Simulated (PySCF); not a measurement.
# C3H9ClSSi2: electronic excitations

Wanted: the electronic excitations of C3H9ClSSi2 (`Cl[SiH2]SC1C[SiH2]C1`), by calculation.

Computed with PySCF 2.14.0, with density-fitted response routines of our own, on a single molecule in the gas phase. Atoms count from 0, in the outputs and in this text.

### Step 1. Starting geometry

16 atoms, charge 0, multiplicity 1; geometry from: GFN2-xTB.

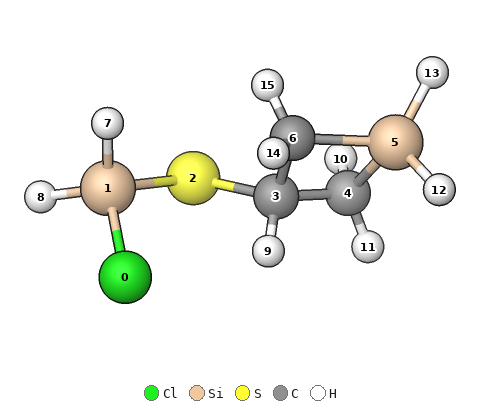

As it starts; chlorine green, silicon light orange, sulfur yellow, carbon grey, hydrogen white, atoms numbered.

### Step 2. Ultraviolet spectrum: wB97X-D/def2-SVPD

What the job is given:

```
{"job": {"kind": "uv", "xc": "wB97X-D", "basis": "def2-SVPD", "nstates": 8, "ntriplets": 3}, "charge": 0, "multiplicity": 1}
Cl     2.779206     0.926571     1.771352
Si     2.892709     0.023723    -0.030283
S      1.264666     0.613640    -1.276169
C     -0.145301     0.513557    -0.096144
C     -1.485764     0.895580    -0.733077
Si    -2.337702    -0.538575     0.202045
C     -0.468681    -0.900605     0.397324
H      2.850484    -1.412913     0.205471
H      4.074334     0.460179    -0.746073
H      0.100736     1.178488     0.731217
H     -1.456661     0.743965    -1.810355
H     -1.781759     1.925971    -0.554298
H     -3.007840    -0.148925     1.441443
H     -3.123778    -1.486772    -0.580708
H     -0.049912    -1.134177     1.373838
H     -0.112335    -1.650765    -0.306990
```

With the program's defaults for keys left out, this is: TDDFT wB97X-D/def2-SVPD, vertical, gas phase, core orbitals frozen in the response.

On the command line:

```console
> OMP_NUM_THREADS=1 python probes_run.py task.json out
```

The driver reads the jobs from task.json and runs them one after another.

The log of the run:

```text
coarse grid: 15336 points
cycle   1  E = -1556.3556318085  dE =  7.951e-01  |g| = 4.008e-01  |ddm| = 5.241e+00
cycle   2  E = -1556.3829133428  dE = -2.728e-02  |g| = 3.062e-01  |ddm| = 1.277e+00
cycle   3  E = -1556.4084772334  dE = -2.556e-02  |g| = 2.923e-02  |ddm| = 6.093e-01
cycle   4  E = -1556.4088203661  dE = -3.431e-04  |g| = 1.321e-02  |ddm| = 1.224e-01
cycle   5  E = -1556.4088759256  dE = -5.556e-05  |g| = 3.225e-03  |ddm| = 3.965e-02
cycle   6  E = -1556.4088799154  dE = -3.990e-06  |g| = 1.075e-03  |ddm| = 1.065e-02
final grid: 129320 points
cycle   7  E = -1556.5938191557  dE = -9.220e-05  |g| = 5.159e-03  |ddm| = 1.372e-01
cycle   8  E = -1556.5938233271  dE = -4.171e-06  |g| = 3.510e-03  |ddm| = 2.071e-02
cycle   9  E = -1556.5938264187  dE = -3.092e-06  |g| = 5.673e-04  |ddm| = 6.630e-03
cycle  10  E = -1556.5938265347  dE = -1.160e-07  |g| = 2.512e-04  |ddm| = 1.794e-03
cycle  11  E = -1556.5938265560  dE = -2.139e-08  |g| = 6.577e-05  |ddm| = 7.081e-04
cycle  12  E = -1556.5938265579  dE = -1.860e-09  |g| = 2.460e-05  |ddm| = 2.199e-04
cycle  13  E = -1556.5938265582  dE = -2.833e-10  |g| = 5.764e-06  |ddm| = 7.976e-05
converged SCF energy = -1556.5938265582

Static polarisability (au): isotropic 119.179, principal 99.966 109.886 147.684

Singlet excitations
state   eV       nm        f      main configurations
  1   5.3741    230.7   0.00372   H->L 0.80
  2   6.4440    192.4   0.02387   H->L+2 0.62, H->L+1 0.19
  3   6.6451    186.6   0.04502   H->L+1 0.41, H->L+2 0.19, H->L+4 0.14
  4   6.9874    177.4   0.00160   H->L+5 0.17, H->L+4 0.17, H->L+1 0.15
  5   7.0641    175.5   0.00923   H->L+3 0.44, H->L+5 0.19, H-1->L 0.11
  6   7.2268    171.6   0.02568   H-1->L 0.27, H->L+3 0.19, H-3->L 0.17
  7   7.3829    167.9   0.01013   H->L+5 0.17, H-2->L+1 0.15, H->L+4 0.14
  8   7.5321    164.6   0.05293   H-3->L 0.41, H-1->L 0.20

Triplet excitations (Tamm-Dancoff, eV): 5.0410 6.0593 6.3592
```

Wall time 71 s (1 thread of Arm Neoverse V2, shared host); peak memory 0.99 GiB.

Frontier orbitals and where they lie:

| orbital | eV | atoms |
| --- | --- | --- |
| HOMO−3 | -10.43 | S2 24 %, C6 15 %, Cl0 12 % |
| HOMO−2 | -10.32 | S2 26 %, C3 16 %, C4 15 % |
| HOMO−1 | -10.15 | C4 22 %, S2 20 %, Si5 17 % |
| HOMO | -8.79 | S2 66 %, C3 8 %, Si1 8 % |
| LUMO | 1.33 | S2 25 %, Si1 21 %, Cl0 17 % |
| LUMO+1 | 1.65 | Si5 30 %, S2 11 %, H13 10 % |
| LUMO+2 | 2.03 | S2 31 %, Si1 25 %, Cl0 10 % |

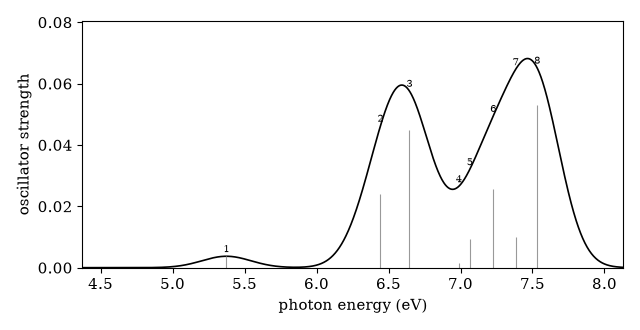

Absorption spectrum from the 8 singlet states computed; above the last one it falls off for lack of states. Lines are broadened to a width of 0.40 eV (Gaussian).

Ground-state properties from the same run:

| property | computed |
| --- | --- |
| dipole moment (D) | 1.44 |
| polarisability (Å³) | 17.66 |
| HOMO–LUMO gap (eV) | 10.12 |
| −ε(HOMO) (eV) | 8.79 |

### Step 3. Summary of results

```
                                quantity                        value
      lowest singlet (wB97X-D/def2-SVPD)  5.37 eV (231 nm), f = 0.004
brightest single state of those computed  state 8, 7.53 eV, f = 0.053
                          lowest triplet                      5.04 eV
```

What this shows: The lowest singlet, at 5.37 eV, is HOMO→LUMO 0.80 and is weak; of the 8 states computed, the strongest absorption comes from state 8 at 7.53 eV (the last computed, so partners may be missing). The lowest triplet lies 0.33 eV below the lowest singlet (triplets in Tamm-Dancoff, singlets in full TDDFT).
